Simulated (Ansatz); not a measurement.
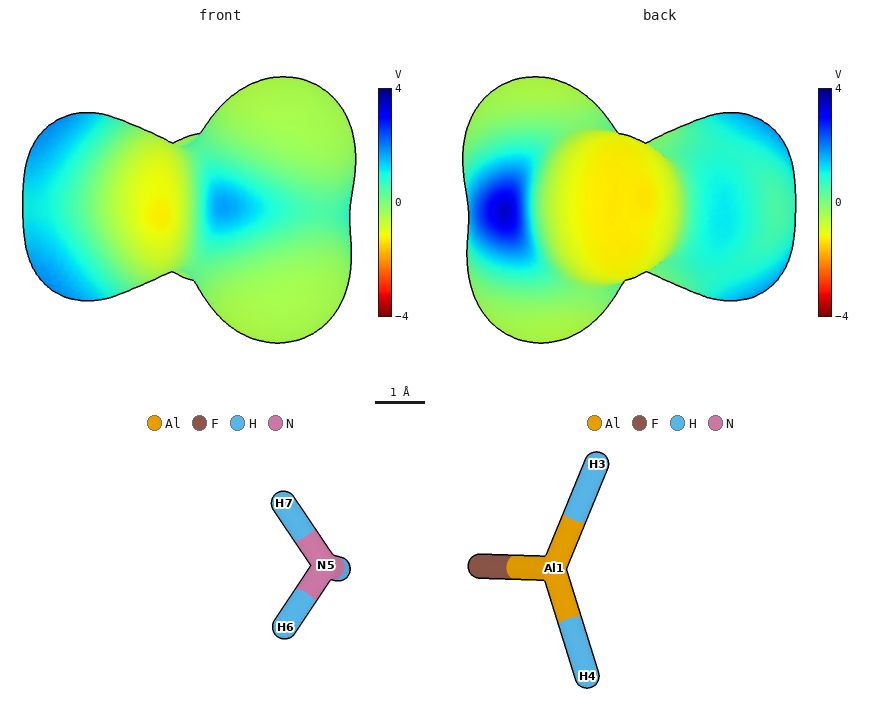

AlFH2···NH3. The electrostatic potential painted on the density surface at 0.002 e/bohr³, seen from the front and from behind; the colour scale runs from red (negative) to blue (positive). The bare structure is drawn below in the same view.

Not at a stationary point (largest force 1.1 eV/Å).

Theory: RKS PBE0-D4/6-31G* (Ansatz 0.2.0).

```yaml
atoms:
  - { symbol: Al, position_ang: [0.0266, 0.4012, -0.1385] }
  - { symbol: F, position_ang: [-0.1578, 0.3299, 1.5329] }
  - { symbol: H, position_ang: [1.4826, 0.6976, -0.6902] }
  - { symbol: H, position_ang: [-1.3039, 0.3922, -0.9988] }
  - { symbol: N, position_ang: [0.1146, -2.4741, 1.0065] }
  - { symbol: H, position_ang: [-0.6595, -3.1302, 0.9732] }
  - { symbol: H, position_ang: [0.9527, -2.9868, 1.2630] }
  - { symbol: H, position_ang: [-0.0781, -1.7823, 1.7539] }
```

Which sites attract a positive test charge, and which a negative one?

Answer. A positive charge is drawn to the negative regions and a negative charge to the positive ones. The most negative region (about −1.3 V) lies over F2, the most positive (about +3.2 V) over Al1.
